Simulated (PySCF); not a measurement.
Vertical excitations of a molecule C₂H₃BF₂O from TDA-PBE0/def2-SVPD (PySCF 2.14.0), as energy in eV (oscillator strength): 6.91 (0.447), 6.98 (0.000), 7.23 (0.017), 8.18 (0.024), 8.47 (0.069), 8.48 (0.000), 8.62 (0.004), 8.96 (0.025), 8.96 (0.011), 9.18 (0.000). Lowest triplet (TDA): 3.80 eV. The structure is a stationary point at B3LYP-D3(BJ)/def2-SVP. Other conformers were not sampled.

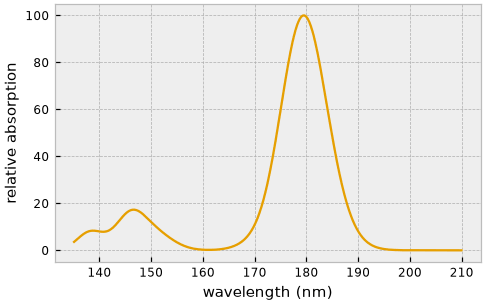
*The lines broadened by 0.4 eV.*

**Question.** Which structure fits?
A) O=CCB(F)F
B) OB(F)/C=C/F
C) C=C(F)B(O)F
D) C=COB(F)F

**Answer.** C, C=C(F)B(O)F
